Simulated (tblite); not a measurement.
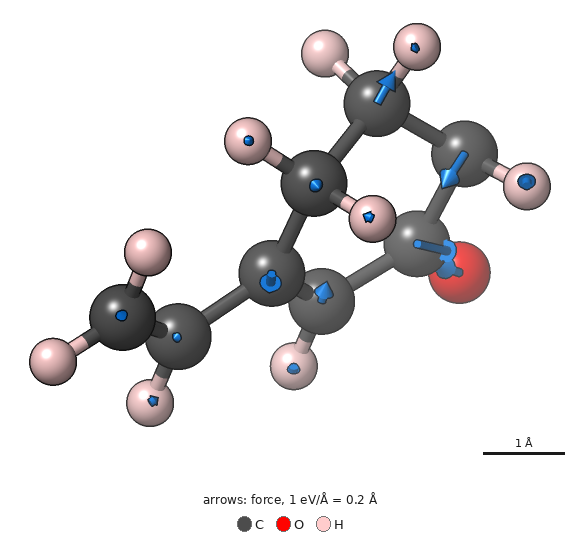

Starting geometry of C$_{8}$H$_{9}$O (multiplicity 2) with the computed forces as blue arrows. A ball-and-stick model, seen from a free direction.

All numbers below come from GFN2-xTB geometry optimisation, gas phase (tblite 0.8.0). 

> Is this structure relaxed? If not, where do the atoms go?

It isn't relaxed: the largest force vector, on a C atom, is 5.06 eV/Å. The final displacements have little in common with the starting forces (cosine between the two patterns 0.22). An H atom moves most after the best rigid fit: 1.34 Å. Largest moves by element: H 1.34 Å, O 0.58 Å, C 0.24 Å. Near-neighbour distances that change, for instance: C–C 1.474 → 1.422 Å, C–O 1.283 → 1.237 Å, C–H 1.125 → 1.080 Å, C–C 1.466 → 1.503 Å. Among the angles between lasting bonds that change: C–C–C 107.6° → 122.1°, C–C–H 107.9° → 119.5°, C–C–H 109.0° → 118.0°. The energy falls by 123.3 kJ/mol in 83 geometry steps. Cost: 0.55 s on 1 thread of Arm Neoverse V1 (shared host).
